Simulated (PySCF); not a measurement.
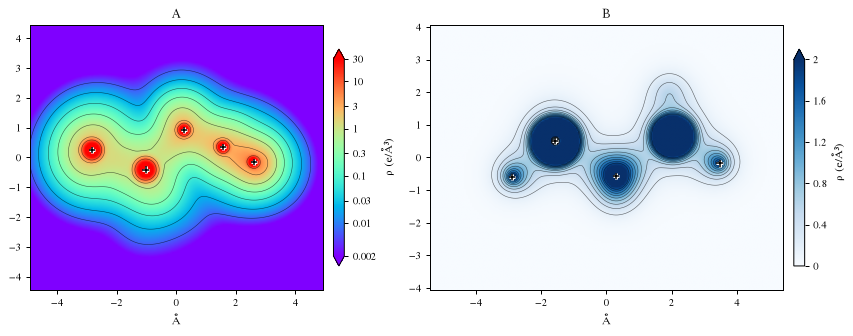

The total electron density of 2 systems, each on a plane through atoms (crosses mark nuclei in the plane).

Method: PySCF 2.14.0, CAM-B3LYP/def2-SVPD, SCF density, gas phase.

System 1: CH8Sn2 ((H3Sn)2CH2), the plane of atoms H2, Sn1 and C5. Geometry: PBE0-D3(BJ)/def2-SVP; core potentials replace the inner electrons of Sn.

```yaml
atoms:
  - { symbol: Sn, position_ang: [1.2975, 0.9125, 0.9232] }
  - { symbol: H, position_ang: [1.7722, 2.5602, 0.9978] }
  - { symbol: H, position_ang: [0.6663, 0.4381, 2.4472] }
  - { symbol: H, position_ang: [2.6632, -0.0582, 0.5575] }
  - { symbol: C, position_ang: [-0.2038, 0.6327, -0.5959] }
  - { symbol: Sn, position_ang: [-1.1545, -1.3001, -0.5723] }
  - { symbol: H, position_ang: [0.0289, -2.5217, -0.3421] }
  - { symbol: H, position_ang: [-1.9726, -1.5819, -2.0548] }
  - { symbol: H, position_ang: [-2.2807, -1.3577, 0.7194] }
  - { symbol: H, position_ang: [0.2623, 0.7881, -1.5809] }
  - { symbol: H, position_ang: [-0.9808, 1.4024, -0.4683] }
```

System 2: C3H6NPS, the plane of atoms P2, C4 and C5. Geometry: GFN2-xTB.

```xyz
12

C     1.5066    0.4579   -0.1477
P     0.3280   -0.8140    0.4295
S     0.8096   -2.6562    0.1219
C    -1.2993   -0.3255   -0.3289
C    -1.6133    1.0296    0.0076
N    -1.8189    2.1158    0.2994
H     1.7067    0.2854   -1.2065
H     1.1110    1.4606    0.0039
H     2.4381    0.3357    0.4047
H     0.1135   -0.4301    1.7597
H    -1.2120   -0.4504   -1.4141
H    -2.0686   -1.0093    0.0444
```

Match each panel to its system.

Answer. Panel A is system 2, C3H6NPS: the plane holds P, S, C and N. C–N (1.14 Å): ρ at the midpoint is about 3.6 e/Å³. Panel B is system 1, CH8Sn2: the plane holds Sn, H and C. C–Sn (2.15 Å): the density is about 0.67 e/Å³ at the midpoint.
